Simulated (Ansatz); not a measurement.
Geometry relaxation, with input and output: Si$_{4}$NH$_{11}$O$_{3}$ (part 1 of 4)

The run: geometry relaxation of Si$_{4}$NH$_{11}$O$_{3}$. Method and program: RKS PBE/STO-3G (Ansatz 0.2.0).

It belongs to a series of runs on one base structure; here: start relaxed.

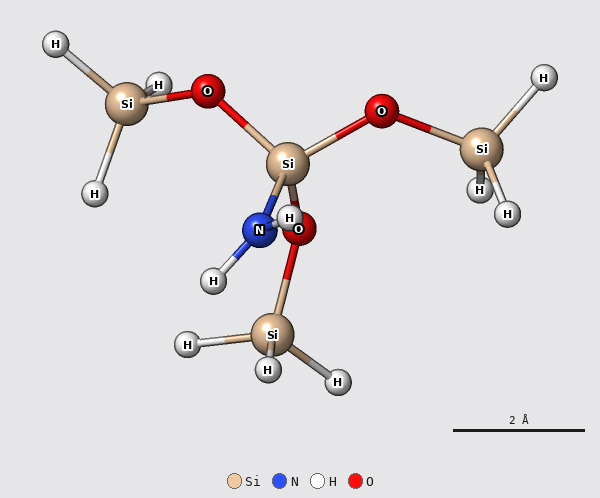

Fig. 1: The starting structure (ball-and-stick view, seen at a tilt). Bond lengths as drawn: H–N 1.06 Å, H–Si 1.46 Å, N–Si 1.82 Å and O–Si 1.68 Å.

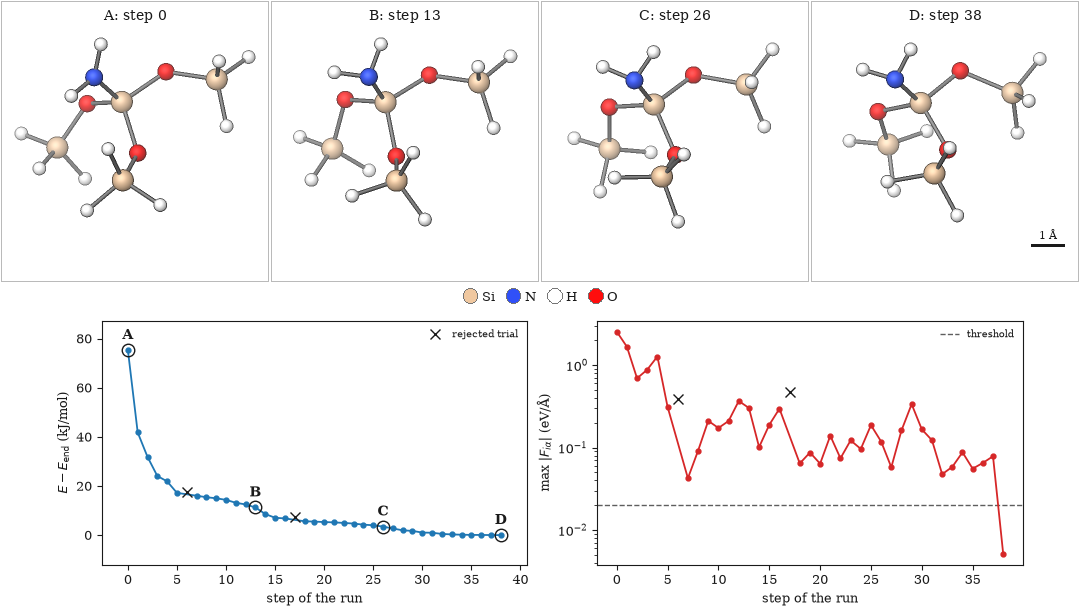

Fig. 2: Frames of the relaxation (ball-and-stick view, seen at a tilt) above the curves, on which the letters mark them (the first geometry is step 0 here and step 1 in the log).

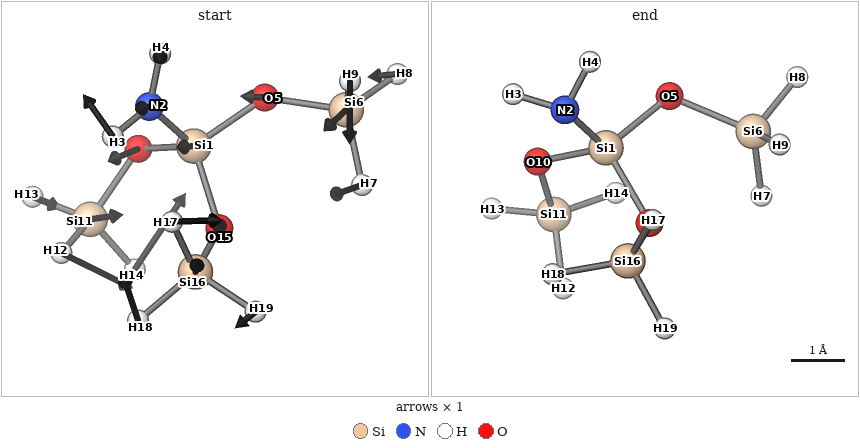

Fig. 3: Before (left) and after (right) the relaxation, at one scale (ball-and-stick view, seen at a tilt). The black arrows give the displacements, at true length. The energy falls by 75.3 kJ/mol in 38 geometry steps. The largest force component goes from 2.6 to 0.0052 eV/Å. The line search rejected the trial steps at points 6, 17 (counted from 0) and went back. The largest move after the best rigid fit is that of H12, 1.87 Å. Largest moves by element: H 1.87 Å, O 0.90 Å, Si 0.75 Å, N 0.50 Å. Among the contacts that change: O10–Si11 1.680 → 1.719 Å, Si1–N2 1.820 → 1.783 Å, Si1–O10 1.679 → 1.702 Å. Among the angles that change: H3–N2–H4 120.0° → 103.5°, Si1–N2–H3 120.0° → 108.8°, Si1–O5–Si6 125.0° → 114.7°. (Atoms are counted from 1 in the order of the input.)

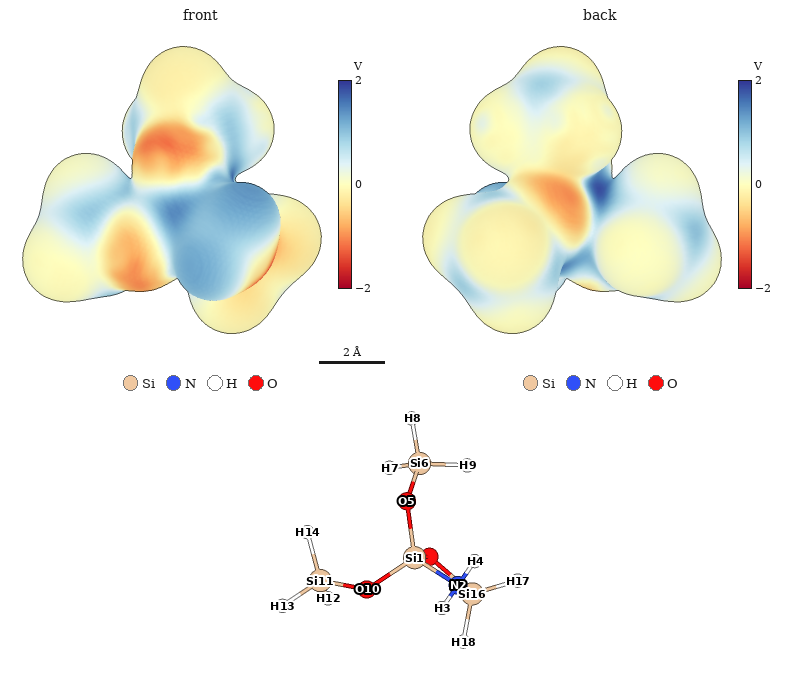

Fig. 4: The electrostatic potential painted on the density surface at 0.002 e/bohr³, seen face on and from behind; the colour scale runs from red (negative) to blue (positive). The bare structure is drawn below in the same view. A positive charge is drawn to the negative regions and a negative charge to the positive ones.

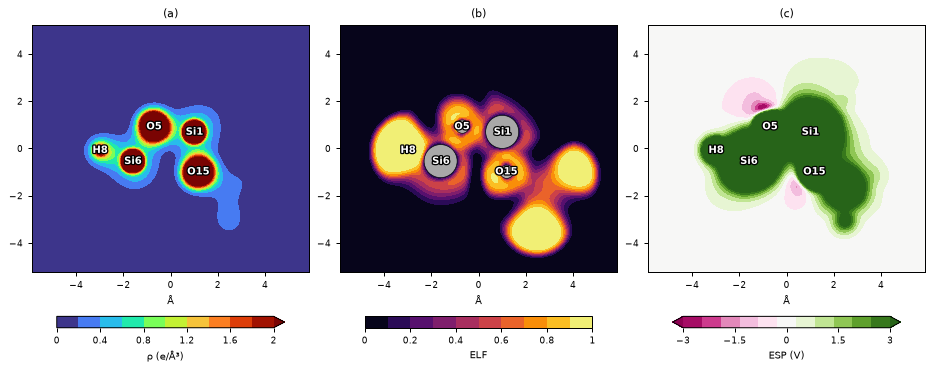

Fig. 5: (a) electron density; (b) electron localisation function; (c) molecular electrostatic potential on the plane of atoms O5, Si6 and H8. Grey discs, where drawn, cover atomic cores. The section cuts through Si, O and H sites. Si–H (1.46 Å): ρ is about 0.75 e/Å³ halfway; the ELF climbs to about 1 towards the hydrogen, as it does in any bond to H.

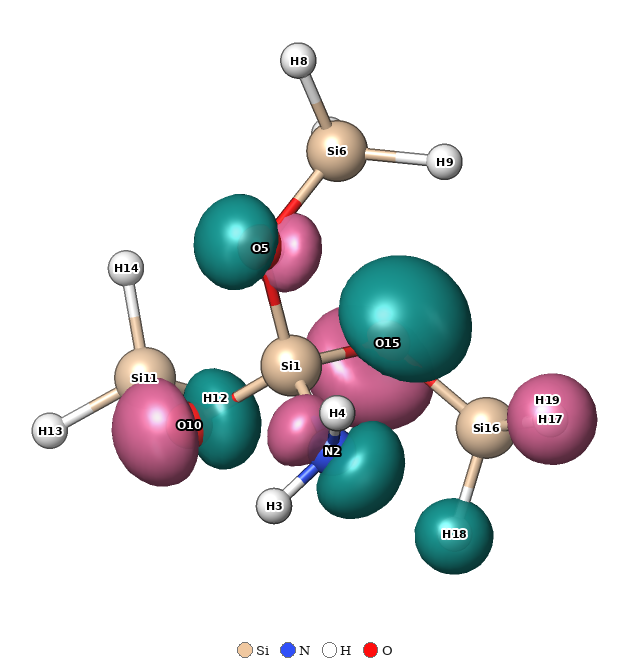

Fig. 6: The HOMO−1 at ±0.1 Å⁻³ᐟ² (teal and pink are the two phases), seen at a tilt. Its energy is −2.57 eV.

These pictures come from the run below.

## Input
```yaml
crystal:
  periodic: [false, false, false]
  atoms:
    - { symbol: Si, position_ang: [0.0, 0.0, 0.0] }
    - { symbol: "N", position_ang: [0.0, 0.0, 1.82] }
    - { symbol: H, position_ang: [-0.877, -0.2713, 2.35] }
    - { symbol: H, position_ang: [0.877, 0.2713, 2.35] }
    - { symbol: O, position_ang: [1.5842, 0.0, -0.5594] }
    - { symbol: Si, position_ang: [2.4906, -1.3762, -0.8866] }
    - { symbol: H, position_ang: [1.6598, -2.3521, -1.5857] }
    - { symbol: H, position_ang: [3.6318, -1.0202, -1.7249] }
    - { symbol: H, position_ang: [2.9691, -1.9538, 0.366] }
    - { symbol: O, position_ang: [-0.7913, 1.3709, -0.5594] }
    - { symbol: Si, position_ang: [-2.4002, 1.4263, -1.0396] }
    - { symbol: H, position_ang: [-3.2124, 0.6421, -0.1138] }
    - { symbol: H, position_ang: [-2.862, 2.8114, -1.0378] }
    - { symbol: H, position_ang: [-2.5267, 0.8736, -2.385] }
    - { symbol: O, position_ang: [-0.7913, -1.3709, -0.5594] }
    - { symbol: Si, position_ang: [-1.673, -2.4329, 0.3983] }
    - { symbol: H, position_ang: [-1.2634, -2.287, 1.792] }
    - { symbol: H, position_ang: [-3.0964, -2.1323, 0.2761] }
    - { symbol: H, position_ang: [-1.4264, -3.8036, -0.0398] }
basis:
  gaussian: { orbitals: STO-3G }
hamiltonian:
  xc: pbe
relax:
  f_tol: 0.02
  max_steps: 40
output:
  orbitals: {}
```

Command:
```bash
ansatz run input.yaml --threads 1 --pin off --max-ram 2048MiB --backend cpu --events-out ev --progress --plain --runs-dir out
```

## Output
```
The last accepted step is kept in [file] (removed where the run ends without a failure and the disk answers)
Engine: ansatz 0.2.0, aarch64-unknown-linux-gnu
Functional definition: PBE
  parameter kappa = 0.804
  parameter beta = 0.06672455060314922
  exchange = pbe_x(kappa = kappa, mu = beta*pi^2/3)
  correlation = pbe_c(beta = beta)
917 factors; integrals over basis functions are off by at most 9.9e-6 eV
mean field evaluation 1: about -38818.6361 eV, gradient 5.2e1 eV
mean field evaluation 2: about -38811.8329 eV, gradient 7.2e1 eV
mean field evaluation 4: about -38827.0169 eV, gradient 4.9e0 eV
mean field evaluation 8: about -38826.9805 eV, gradient 1.4e-1 eV
mean field -38826.98064518 eV, -1426.8652208376 hartree, gradient 5.2e-5 eV, S^2 0.000000; 0 other end points of the search recorded, 0 dependent functions left out
the calculation of the forces begins
reference -38826.98067745 eV, -1426.8652220236 hartree; 49, 49 occupied and 18, 18 virtual orbitals, 917 factors
relax step   1: F+E_penalty+E_count = -38826.98064518 eV  Δ(F+E_penalty+E_count) = +0.000e0 eV  max|allowed force component| = 2.555e0 eV/Å  Δτ_max = 0.0000 Å  (24 SCF iters, accepted)
these checks for a lower state are left out or cut short: starts, cluster_reference, orbital_swaps, neighbouring_geometries, increment
917 factors; integrals over basis functions are off by at most 8.8e-6 eV
mean field evaluation 16: about -38827.3060 eV, gradient 4.3e0 eV
mean field -38827.32798994 eV, -1426.8779855223 hartree, gradient 2.7e-5 eV, S^2 0.000000; 0 other end points of the search recorded, 0 dependent functions left out
[... from here on the field's lines of each further geometry are left out, up to the last ...]
relax step   2: F+E_penalty+E_count = -38827.32798994 eV  Δ(F+E_penalty+E_count) = -3.473e-1 eV  max|allowed force component| = 1.674e0 eV/Å  Δτ_max = 0.1942 Å  (26 SCF iters, accepted)
relax step   3: F+E_penalty+E_count = -38827.43102972 eV  Δ(F+E_penalty+E_count) = -1.030e-1 eV  max|allowed force component| = 6.930e-1 eV/Å  Δτ_max = 0.1210 Å  (27 SCF iters, accepted)
relax step   4: F+E_penalty+E_count = -38827.51171136 eV  Δ(F+E_penalty+E_count) = -8.068e-2 eV  max|allowed force component| = 8.830e-1 eV/Å  Δτ_max = 0.1757 Å  (32 SCF iters, accepted)
relax step   5: F+E_penalty+E_count = -38827.53446136 eV  Δ(F+E_penalty+E_count) = -2.275e-2 eV  max|allowed force component| = 1.274e0 eV/Å  Δτ_max = 0.1907 Å  (32 SCF iters, accepted)
relax step   6: F+E_penalty+E_count = -38827.58293663 eV  Δ(F+E_penalty+E_count) = -4.848e-2 eV  max|allowed force component| = 3.127e-1 eV/Å  Δτ_max = 0.0364 Å  (26 SCF iters, accepted)
relax step   7: F+E_penalty+E_count = -38827.57873677 eV  Δ(F+E_penalty+E_count) = +4.200e-3 eV  max|allowed force component| = 3.878e-1 eV/Å  Δτ_max = 0.1243 Å  (26 SCF iters, rejected (line search))
relax step   8: F+E_penalty+E_count = -38827.59496111 eV  Δ(F+E_penalty+E_count) = -1.202e-2 eV  max|allowed force component| = 4.253e-2 eV/Å  Δτ_max = 0.0593 Å  (27 SCF iters, accepted)
relax step   9: F+E_penalty+E_count = -38827.60127429 eV  Δ(F+E_penalty+E_count) = -6.313e-3 eV  max|allowed force component| = 9.180e-2 eV/Å  Δτ_max = 0.0953 Å  (26 SCF iters, accepted)
relax step  10: F+E_penalty+E_count = -38827.60579435 eV  Δ(F+E_penalty+E_count) = -4.520e-3 eV  max|allowed force component| = 2.114e-1 eV/Å  Δτ_max = 0.1454 Å  (27 SCF iters, accepted)
relax step  11: F+E_penalty+E_count = -38827.61249143 eV  Δ(F+E_penalty+E_count) = -6.697e-3 eV  max|allowed force component| = 1.730e-1 eV/Å  Δτ_max = 0.0666 Å  (26 SCF iters, accepted)
relax step  12: F+E_penalty+E_count = -38827.62477177 eV  Δ(F+E_penalty+E_count) = -1.228e-2 eV  max|allowed force component| = 2.105e-1 eV/Å  Δτ_max = 0.1950 Å  (25 SCF iters, accepted)
relax step  13: F+E_penalty+E_count = -38827.63176861 eV  Δ(F+E_penalty+E_count) = -6.997e-3 eV  max|allowed force component| = 3.679e-1 eV/Å  Δτ_max = 0.1928 Å  (25 SCF iters, accepted)
relax step  14: F+E_penalty+E_count = -38827.64459402 eV  Δ(F+E_penalty+E_count) = -1.283e-2 eV  max|allowed force component| = 3.026e-1 eV/Å  Δτ_max = 0.1093 Å  (25 SCF iters, accepted)
relax step  15: F+E_penalty+E_count = -38827.67218827 eV  Δ(F+E_penalty+E_count) = -2.759e-2 eV  max|allowed force component| = 1.015e-1 eV/Å  Δτ_max = 0.2000 Å  (26 SCF iters, accepted)
relax step  16: F+E_penalty+E_count = -38827.68791654 eV  Δ(F+E_penalty+E_count) = -1.573e-2 eV  max|allowed force component| = 1.889e-1 eV/Å  Δτ_max = 0.1966 Å  (26 SCF iters, accepted)
relax step  17: F+E_penalty+E_count = -38827.69078754 eV  Δ(F+E_penalty+E_count) = -2.871e-3 eV  max|allowed force component| = 2.968e-1 eV/Å  Δτ_max = 0.1963 Å  (25 SCF iters, accepted)
relax step  18: F+E_penalty+E_count = -38827.68265569 eV  Δ(F+E_penalty+E_count) = +8.132e-3 eV  max|allowed force component| = 4.733e-1 eV/Å  Δτ_max = 0.1883 Å  (27 SCF iters, rejected (line search))
relax step  19: F+E_penalty+E_count = -38827.70266318 eV  Δ(F+E_penalty+E_count) = -1.188e-2 eV  max|allowed force component| = 6.429e-2 eV/Å  Δτ_max = 0.0918 Å  (27 SCF iters, accepted)
relax step  20: F+E_penalty+E_count = -38827.70411152 eV  Δ(F+E_penalty+E_count) = -1.448e-3 eV  max|allowed force component| = 8.722e-2 eV/Å  Δτ_max = 0.0536 Å  (25 SCF iters, accepted)
relax step  21: F+E_penalty+E_count = -38827.70601654 eV  Δ(F+E_penalty+E_count) = -1.905e-3 eV  max|allowed force component| = 6.388e-2 eV/Å  Δτ_max = 0.0541 Å  (26 SCF iters, accepted)
relax step  22: F+E_penalty+E_count = -38827.70749260 eV  Δ(F+E_penalty+E_count) = -1.476e-3 eV  max|allowed force component| = 1.394e-1 eV/Å  Δτ_max = 0.1571 Å  (25 SCF iters, accepted)
relax step  23: F+E_penalty+E_count = -38827.70966627 eV  Δ(F+E_penalty+E_count) = -2.174e-3 eV  max|allowed force component| = 7.423e-2 eV/Å  Δτ_max = 0.0262 Å  (27 SCF iters, accepted)
relax step  24: F+E_penalty+E_count = -38827.71249593 eV  Δ(F+E_penalty+E_count) = -2.830e-3 eV  max|allowed force component| = 1.225e-1 eV/Å  Δτ_max = 0.0616 Å  (27 SCF iters, accepted)
relax step  25: F+E_penalty+E_count = -38827.71698870 eV  Δ(F+E_penalty+E_count) = -4.493e-3 eV  max|allowed force component| = 9.639e-2 eV/Å  Δτ_max = 0.1100 Å  (27 SCF iters, accepted)
relax step  26: F+E_penalty+E_count = -38827.71959978 eV  Δ(F+E_penalty+E_count) = -2.611e-3 eV  max|allowed force component| = 1.873e-1 eV/Å  Δτ_max = 0.1952 Å  (26 SCF iters, accepted)
relax step  27: F+E_penalty+E_count = -38827.72522821 eV  Δ(F+E_penalty+E_count) = -5.628e-3 eV  max|allowed force component| = 1.185e-1 eV/Å  Δτ_max = 0.0268 Å  (28 SCF iters, accepted)
relax step  28: F+E_penalty+E_count = -38827.73316964 eV  Δ(F+E_penalty+E_count) = -7.941e-3 eV  max|allowed force component| = 5.779e-2 eV/Å  Δτ_max = 0.0989 Å  (26 SCF iters, accepted)
relax step  29: F+E_penalty+E_count = -38827.74086708 eV  Δ(F+E_penalty+E_count) = -7.697e-3 eV  max|allowed force component| = 1.616e-1 eV/Å  Δτ_max = 0.1956 Å  (27 SCF iters, accepted)
relax step  30: F+E_penalty+E_count = -38827.74343701 eV  Δ(F+E_penalty+E_count) = -2.570e-3 eV  max|allowed force component| = 3.367e-1 eV/Å  Δτ_max = 0.1951 Å  (27 SCF iters, accepted)
relax step  31: F+E_penalty+E_count = -38827.75042214 eV  Δ(F+E_penalty+E_count) = -6.985e-3 eV  max|allowed force component| = 1.666e-1 eV/Å  Δτ_max = 0.0184 Å  (27 SCF iters, accepted)
relax step  32: F+E_penalty+E_count = -38827.75118727 eV  Δ(F+E_penalty+E_count) = -7.651e-4 eV  max|allowed force component| = 1.228e-1 eV/Å  Δτ_max = 0.0650 Å  (26 SCF iters, accepted)
relax step  33: F+E_penalty+E_count = -38827.75604575 eV  Δ(F+E_penalty+E_count) = -4.858e-3 eV  max|allowed force component| = 4.762e-2 eV/Å  Δτ_max = 0.0665 Å  (26 SCF iters, accepted)
relax step  34: F+E_penalty+E_count = -38827.75826890 eV  Δ(F+E_penalty+E_count) = -2.223e-3 eV  max|allowed force component| = 5.847e-2 eV/Å  Δτ_max = 0.1059 Å  (27 SCF iters, accepted)
relax step  35: F+E_penalty+E_count = -38827.75940969 eV  Δ(F+E_penalty+E_count) = -1.141e-3 eV  max|allowed force component| = 8.774e-2 eV/Å  Δτ_max = 0.0961 Å  (26 SCF iters, accepted)
relax step  36: F+E_penalty+E_count = -38827.76031709 eV  Δ(F+E_penalty+E_count) = -9.074e-4 eV  max|allowed force component| = 5.554e-2 eV/Å  Δτ_max = 0.0191 Å  (22 SCF iters, accepted)
relax step  37: F+E_penalty+E_count = -38827.76048272 eV  Δ(F+E_penalty+E_count) = -1.656e-4 eV  max|allowed force component| = 6.523e-2 eV/Å  Δτ_max = 0.0380 Å  (26 SCF iters, accepted)
relax step  38: F+E_penalty+E_count = -38827.76089606 eV  Δ(F+E_penalty+E_count) = -4.133e-4 eV  max|allowed force component| = 7.854e-2 eV/Å  Δτ_max = 0.0182 Å  (26 SCF iters, accepted)
the calculation of the forces begins
reference -38827.76119739 eV, -1426.8939056022 hartree; 49, 49 occupied and 18, 18 virtual orbitals, 922 factors
```
